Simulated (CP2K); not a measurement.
# One shape, several levels: triplet Ge2H6

Wanted: a comparison of 3 runs (AM1, PM3, PM6) of triplet Ge2H6. 

The calculation is run with CP2K 2026.2.

3 further runs of the same task are left out: 3 set aside as unsound or not needed.

**1. The system as given**

The species is Ge2H6 (8 atoms), meant as a triplet with charge 0. As SMILES of the parent species, `[GeH3][GeH3]`. Geometry: relaxed at PBE0-D4/def2-TZVP. That shape belongs to the parent species and isn't relaxed for this state.

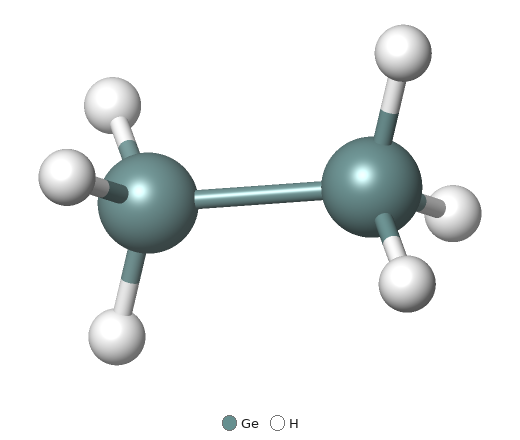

The structure, seen from a chosen angle (germanium teal, hydrogen white).

**2. The energy at AM1 (run 1)**

gas.inp reads:

```
&GLOBAL
    PROJECT gas
    RUN_TYPE ENERGY
    PRINT_LEVEL MEDIUM
&END GLOBAL
&FORCE_EVAL
    METHOD Quickstep
    &DFT
        MULTIPLICITY 3
        UNRESTRICTED_KOHN_SHAM T
        # Quickstep
        &QS
            METHOD AM1
            EPS_DEFAULT 1.0E-10
            &SE
                &COULOMB
                    CUTOFF [angstrom] 50
                    RC_RANGE [angstrom] 0
                &END COULOMB
                &EXCHANGE
                    CUTOFF [angstrom] 50
                    RC_RANGE [angstrom] 0
                &END EXCHANGE
            &END SE
        &END QS
        # no periodic images
        &POISSON
            PERIODIC NONE
            POISSON_SOLVER ANALYTIC
        &END POISSON
        # self-consistent field
        &SCF
            SCF_GUESS ATOMIC
            EPS_SCF 1.0E-07
            MAX_SCF 80
            ADDED_MOS 2
            &DIAGONALIZATION
                ALGORITHM STANDARD
            &END DIAGONALIZATION
            &MIXING
                METHOD DIRECT_P_MIXING
                ALPHA 0.4
            &END MIXING
        &END SCF
        &PRINT
            &MOMENTS
                PERIODIC F
                REFERENCE COM
                MAX_MOMENT 1
            &END MOMENTS
            &MO ON
                ENERGIES T
                OCCUPATION_NUMBERS T
                NDIGITS 6
                &EACH
                    QS_SCF 0
                &END EACH
                ADD_LAST NUMERIC
            &END MO
            &HIRSHFELD OFF
            &END HIRSHFELD
        &END PRINT
    &END DFT
    # structure
    &SUBSYS
        &CELL
            ABC 20.2 19.2 20.1
            PERIODIC NONE
        &END CELL
        &COORD
            Ge     9.531430     9.879775     9.021420
            Ge    10.669730     9.315955    11.081320
            H      9.740050     8.772635     7.975540
            H      8.023110    10.040185     9.271280
            H     10.077370    11.199835     8.453480
            H     10.468010    10.426965    12.124460
            H     12.176890     9.147405    10.829860
            H     10.118050     8.000165    11.653600
        &END COORD
    &END SUBSYS
&END FORCE_EVAL
```

Started as:

```console
OMP_NUM_THREADS=1 cp2k.psmp -i gas.inp -o gas.out
```

The log of the run:

```text
CP2K| version string:                                       CP2K version 2026.2
[...]
 GLOBAL| Method name                                                        CP2K
[...]
 GLOBAL| Run type                                                         ENERGY
[...]
                             - Atoms:                                          8
[...]
                             - Spherical basis functions:                     14
[...]
 Number of electrons:                                                          8
[...]
     1 P_Mix/Diag. 0.40E+00    0.0     0.39346844        -6.6426050210 -6.64E+00
[...]
    22 DIIS/Diag.  0.60E-07    0.0     0.00000009        -8.9515621448  6.39E-14
  *** SCF run converged in    22 steps ***
  Core-core repulsion energy [eV]:                            426.99153603479539
  Core Hamiltonian energy [eV]:                              -340.36315920325507
  Two-electron integral energy [eV]:                         -660.42554094097284
  Electronic energy [eV]:                                    -670.57592967374148
  Total energy [eV]:                                         -243.58439363894610
  Atomic reference energy [eV]:                               247.11383632429090
  Heat of formation [kcal/mol]:                                81.39088831392459
[...]
 SE_DIPOLE| Moment [Debye]          0.00000159      -0.00000272      -0.00000232
 SE_DIPOLE| Derivative [a.u.]       0.00000000       0.00000000       0.00000000
 ENERGY| Total FORCE_EVAL ( QS ) energy [hartree]             -8.951562144835828
[...]
```

It took 0.89 s on 1 thread of Intel Xeon Platinum 8488C (Sapphire Rapids), shared host; peak memory 0.19 GiB.

**3. The energy at PM3 (run 2)**

job.inp reads:

```
&global
  project_name job
  run_type ENERGY
  print_level MEDIUM
&end global
&force_eval
  method QUICKSTEP
  &dft
    multiplicity 3
    uks T
    &qs
      method PM3
      eps_default 1.0E-10
      &se
        &coulomb
          cutoff [angstrom] 50
          rc_range [angstrom] 0
        &end coulomb
        &exchange
          cutoff [angstrom] 50
          rc_range [angstrom] 0
        &end exchange
      &end se
    &end qs
    &poisson
      periodic NONE
      poisson_solver ANALYTIC
    &end poisson
    &scf
      scf_guess ATOMIC
      eps_scf 1.0E-06
      max_scf 100
      &diagonalization
        algorithm STANDARD
      &end diagonalization
      &mixing
        method DIRECT_P_MIXING
        alpha 0.4
      &end mixing
    &end scf
    &print
      &moments
        periodic F
        reference COM
        max_moment 1
      &end moments
      &mo ON
        energies T
        occupation_numbers T
        ndigits 6
        &each
          qs_scf 0
        &end each
        add_last NUMERIC
      &end mo
      &hirshfeld OFF
      &end hirshfeld
    &end print
  &end dft
  &subsys
    &cell
      abc 14.2 13.2 14.1
      periodic NONE
    &end cell
    &coord
      Ge    -0.569150     0.281910    -1.029950
      Ge     0.569150    -0.281910     1.029950
      H     -0.360530    -0.825230    -2.075830
      H     -2.077470     0.442320    -0.780090
      H     -0.023210     1.601970    -1.597890
      H      0.367430     0.829100     2.073090
      H      2.076310    -0.450460     0.778490
      H      0.017470    -1.597700     1.602230
    &end coord
    &topology
      &center_coordinates
      &end center_coordinates
    &end topology
  &end subsys
&end force_eval
```

Started as:

```console
OMP_NUM_THREADS=1 cp2k.psmp -i job.inp -o job.out
```

The log of the run:

```text
CP2K| version string:                                       CP2K version 2026.2
[...]
 GLOBAL| Method name                                                        CP2K
[...]
 GLOBAL| Run type                                                         ENERGY
[...]
                             - Atoms:                                          8
[...]
                             - Spherical basis functions:                     14
[...]
 Number of electrons:                                                          8
[...]
     1 P_Mix/Diag. 0.40E+00    0.0     0.37599850        -7.1801068380 -7.18E+00
[...]
    16 DIIS/Diag.  0.17E-06    0.0     0.00000078        -9.6885747339 -3.70E-11
  *** SCF run converged in    16 steps ***
  Core-core repulsion energy [eV]:                            374.17125382624909
  Core Hamiltonian energy [eV]:                              -365.85273454461833
  Two-electron integral energy [eV]:                         -543.91609077599151
  Electronic energy [eV]:                                    -637.81077993261397
  Total energy [eV]:                                         -263.63952610636494
  Atomic reference energy [eV]:                               267.78943952429103
  Heat of formation [kcal/mol]:                                95.69928445456007
[...]
 SE_DIPOLE| Moment [Debye]          0.00000588      -0.00000742      -0.00000543
 SE_DIPOLE| Derivative [a.u.]       0.00000000       0.00000000       0.00000000
 ENERGY| Total FORCE_EVAL ( QS ) energy [hartree]             -9.688574733873514
[...]
```

Run time: 0.86 s. Hardware: 1 thread of Intel Xeon Platinum 8488C (Sapphire Rapids), shared host; peak memory 0.19 GiB.

**4. A single-point energy at PM6 (run 3)**

molecule.inp reads:

```
&GLOBAL
    PROJECT_NAME molecule
    RUN_TYPE ENERGY
    PRINT_LEVEL MEDIUM
&END GLOBAL
&FORCE_EVAL
    METHOD QUICKSTEP
    &DFT
        MULTIPLICITY 3
        UNRESTRICTED_KOHN_SHAM T
        &QS
            METHOD PM6
            EPS_DEFAULT 1.0E-10
            &SE
                &COULOMB
                    CUTOFF [angstrom] 50
                    RC_RANGE [angstrom] 0
                &END COULOMB
                &EXCHANGE
                    CUTOFF [angstrom] 50
                    RC_RANGE [angstrom] 0
                &END EXCHANGE
            &END SE
        &END QS
        &POISSON
            PERIODIC NONE
            POISSON_SOLVER ANALYTIC
        &END POISSON
        &SCF
            SCF_GUESS ATOMIC
            EPS_SCF 1.0E-07
            MAX_SCF 30
            &OT
                MINIMIZER DIIS
                PRECONDITIONER FULL_ALL
            &END OT
            &OUTER_SCF
                EPS_SCF 1.0E-07
                MAX_SCF 10
            &END OUTER_SCF
        &END SCF
        &PRINT
            &MOMENTS
                PERIODIC F
                REFERENCE COM
                MAX_MOMENT 1
            &END MOMENTS
            &MO_CUBES
                NLUMO 3
                NHOMO -1
                WRITE_CUBE F
            &END MO_CUBES
            &HIRSHFELD OFF
            &END HIRSHFELD
        &END PRINT
    &END DFT
    &SUBSYS
        &CELL
            ABC 16.2 15.2 16.1
            PERIODIC NONE
        &END CELL
        &COORD
            SCALED T
            Ge   0.46490309   0.51840625   0.43611304
            Ge   0.53516852   0.48131283   0.56405714
            H    0.47778086   0.44556809   0.37115155
            H    0.37179691   0.52895954   0.45163230
            H    0.49860309   0.60525230   0.40083727
            H    0.52271667   0.55440559   0.62884845
            H    0.62820309   0.47022401   0.54843851
            H    0.50111420   0.39474770   0.59960248
        &END COORD
    &END SUBSYS
&END FORCE_EVAL
```

Started as:

```console
OMP_NUM_THREADS=1 cp2k.psmp molecule.inp > molecule.out
```

The log of the run:

```text
CP2K| version string:                                       CP2K version 2026.2
[...]
 GLOBAL| Method name                                                        CP2K
[...]
 GLOBAL| Run type                                                         ENERGY
[...]
                             - Atoms:                                          8
[...]
                             - Spherical basis functions:                     14
[...]
 Number of electrons:                                                          8
[...]
     1 OT DIIS     0.15E+00    0.0     0.18783739        -6.4539430437 -6.45E+00
[...]
    14 OT DIIS     0.15E+00    0.0     0.00000009        -8.6942796258 -3.22E-13
  *** SCF run converged in    14 steps ***
  Core-core repulsion energy [eV]:                            419.93901568655161
  Core Hamiltonian energy [eV]:                              -349.11814324082235
  Two-electron integral energy [eV]:                         -614.80850539975722
  Electronic energy [eV]:                                    -656.52239594070090
  Total energy [eV]:                                         -236.58338025414935
  Atomic reference energy [eV]:                               242.14525832429092
  Heat of formation [kcal/mol]:                               128.25996543370340
[...]
 SE_DIPOLE| Moment [Debye]         -0.00000260       0.00000024      -0.00000095
 SE_DIPOLE| Derivative [a.u.]       0.00000000       0.00000000       0.00000000
 *** WARNING in qs_scf_post_se.F:140 :: Printing of MO cube files not ***
 *** implemented for Semi-Empirical method.                           ***
 ENERGY| Total FORCE_EVAL ( QS ) energy [hartree]             -8.694279625809882
[...]
```

Wall time 1.4 s (1 thread of Intel Xeon Platinum 8488C (Sapphire Rapids), shared host); peak memory 0.19 GiB.

**5. The series**

```tsv
run	level	SCF convergence threshold	iteration cap	energy (Eh)	dipole moment (D)	HOMO energy (eV)	heat of formation (kcal/mol)	wall time
1	AM1	1e-07	80	-8.951562	0.00	-8.28	81.4	0.89 s
2	PM3	1e-06	100	-9.688575	0.00	-8.80	95.7	0.86 s
3	PM6	1e-07	30	-8.694280	0.00	–	128.3	1.4 s
```

**6. Outcome**

| quantity | value |
| --- | --- |
| run 3: total energy | -8.69428 Eh |
| run 3: dipole moment | 0.00 D |
| run 3: heat of formation | 128.3 kcal/mol |

Force-field and semi-empirical energies have zeros of their own, so their totals don't compare. All runs together took 3.2 s, the longest 1.4 s.
